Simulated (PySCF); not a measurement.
# COP: the cost of one run

Computed with PySCF 2.14.0, with density-fitted response routines of our own, on a single molecule in the gas phase. Atoms count from 0, in the outputs and in this text.

### Step 1. The starting structure

3 atoms, charge -1, multiplicity 1; geometry from: GFN2-xTB.

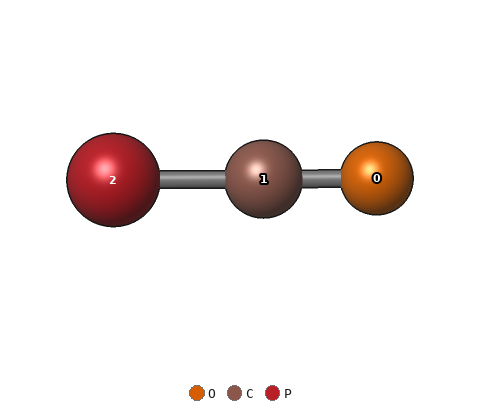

As it starts; oxygen orange, carbon brown, phosphorus red, atoms numbered.

### Step 2. Geometry optimisation at PBE0-D3(BJ)/def2-SVP

The job: settings as JSON, then the geometry in Å.

```
{"job": {"xc": "PBE0", "basis": "def2-SVP", "d3": "d3bj", "grid": 1, "kind": "geom"}, "charge": -1, "multiplicity": 1}
O      0.000000     0.000000    -1.321020
C      0.000000     0.000000    -0.129610
P      0.000000     0.000000     1.450630
```

Q: Estimate the wall time of this first job on 2 threads of Arm Neoverse V2, shared host.

About 1.9 s.
